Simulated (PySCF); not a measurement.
**TbH₂: relaxation and vibrations of the quartet**

Where does quartet TbH₂ go from a linear start, is the end point a minimum, and what are its modes, charges and moments?

Program: PySCF 2.14.0. Level of theory: PBE0, basis Tb def2-TZVP with ECP28, H def2-TZVP, scalar-relativistic core potentials, no spin–orbit coupling, density fitting. These are calculated values, not measurements.

## Step 1: Where the work starts

3 atoms, charge 0, spin multiplicity 4.

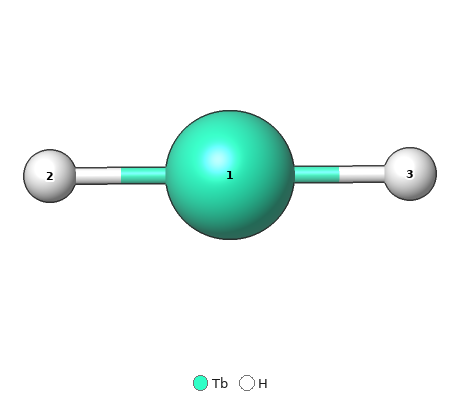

The starting geometry (terbium teal, hydrogen white); atoms are numbered from 1 in the order of the file.

Coordinates in bohr (charge 0 multiplicity 4):
```
Tb    0.0000    0.0000    0.0000
H     0.0000    0.0000    3.7795
H     0.0000    0.0000   -3.7795
```

## Step 2: Linear start, quartet: relaxation

The steps below are one call of a driver around PySCF. For each, scf.py gives the equivalent set-up of the SCF; relaxations use the driver's own optimiser. Before each start the driver seeks the lowest SCF state from one or more starting densities and follows internal instabilities, so scf.py alone need not reach the same state.

The program finds D∞h symmetry in the start, which this walk keeps. Threshold on the gradient: 0.0003 Eh/bohr, with a further test on the energy change.

scf.py

```python
from pyscf import gto, scf, dft
mol = gto.M(atom='''
Tb     0.000000     0.000000     0.000000
H      0.000000     0.000000     2.000000
H      0.000000     0.000000    -2.000000''',
    basis={'Tb': 'def2-TZVP', 'H': 'def2-TZVP'},
    ecp={'Tb': 'def2-TZVP'},
    charge=0, spin=3)
mf = dft.UKS(mol, xc='PBE0')
mf.grids.atom_grid = (50, 194)
aux = {'Tb': 'def2-universal-JKFIT', 'H': 'def2-universal-JKFIT'}
mf = mf.density_fit(auxbasis=aux)
mf.kernel()
```

After this run come: Hessian and properties; Leaving the saddle point; Is it a minimum? Harmonic modes.

Q: Predict the outcome of this session. Wanted: minimum; geometry; wavenumbers; dipole moment; highest occupied, lowest empty level; polar-tensor charge of Tb1; zero-point energy; ⟨S²⟩.

As calculated:

| quantity | value |
| --- | --- |
| minimum | broken-symmetry (Ms = 3/2), C2v |
| geometry | Tb–H 2.079 Å (×2); H–Tb–H 126.5° |
| wavenumbers (cm⁻¹) | 382, 1234, 1310 |
| dipole moment | 4.79 D |
| highest occupied, lowest empty level (either spin) | -5.04, -1.70 eV |
| polar-tensor charge of Tb1 | +1.19 e |
| zero-point energy | 17.5 kJ/mol |
| entropy at 298.15 K | 250.4 J/(mol K) |
| ⟨S²⟩ | 5.801 |

The linear start (D∞h) ends in a minimum of C2v symmetry, after a stop at a second-order saddle point 18.8 kJ/mol higher, from which it was pushed off along an imaginary mode. The determinant is spin-contaminated (⟨S²⟩ = 5.80 against 3.75), so it is no pure spin state. The strongest infrared band lies at 1234 cm⁻¹ (stretch). Only this shape and spin were tried, so other structures or states may lie lower. The SCF density has lower symmetry than the nuclear frame. Open d and f shells are described by one determinant, and the ground state may have another occupation or spin. Spin–orbit coupling, left out here, can matter for elements this heavy.
